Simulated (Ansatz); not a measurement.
ClH$_{4}$InSi (SMILES [SiH3][InH][Cl])

```xyz
7

Cl   -3.5925   -0.4734   -1.2322
In   -2.2225   -0.7847    0.7070
Si    0.1092    0.2885    0.3942
H     0.7837   -0.3396   -0.7951
H    -0.0592    1.7614    0.1374
H     0.9800    0.0994    1.6072
H    -3.0810   -1.6728    1.9312
```

Geometry: PBE-D3(BJ)/def2-SVP; core potentials replace the inner electrons of In.

Level of theory: isolated molecule in a Gaussian basis; Kohn-Sham density functional theory, functional PBE0 (Ansatz).

What will maps of the electron density and electron localisation function show?

Answer. In–Cl (2.39 Å): ρ at the midpoint is about 0.52 e/Å³; the ELF peaks at about 0.80 in the valence shell of Cl, 0.8 Å from its nucleus, and drops to about 0.15 between the two atoms.
In–Si (2.59 Å): the density is about 0.47 e/Å³ at the midpoint; the ELF peaks at about 0.95 between the atoms: a shared electron pair.
Si–H (1.51 Å): ρ is about 0.78 e/Å³ halfway; the ELF climbs to about 1 towards the hydrogen, as it does in any bond to H.
In–H (1.74 Å): the density is about 1.1 e/Å³ at the midpoint; the ELF climbs to about 1 towards the hydrogen.

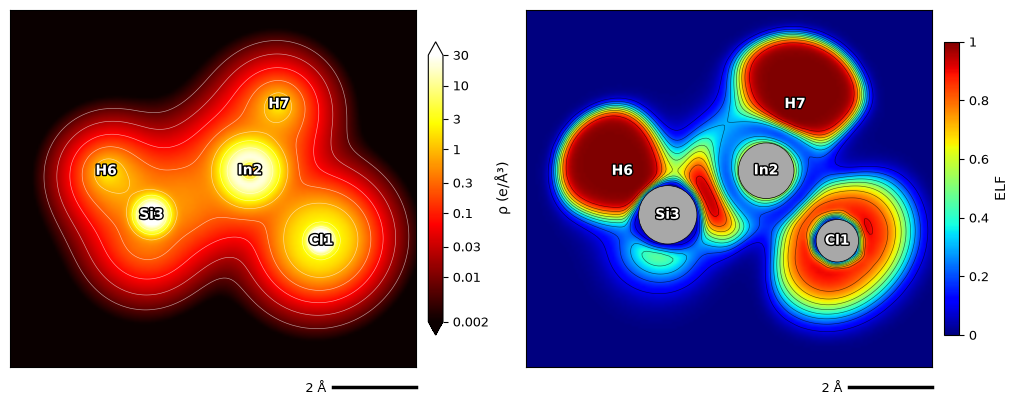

Computed electron density and electron localisation function on the plane of atoms In2, Si3 and H6, in this order. Grey discs cover the atomic cores in the ELF map. 
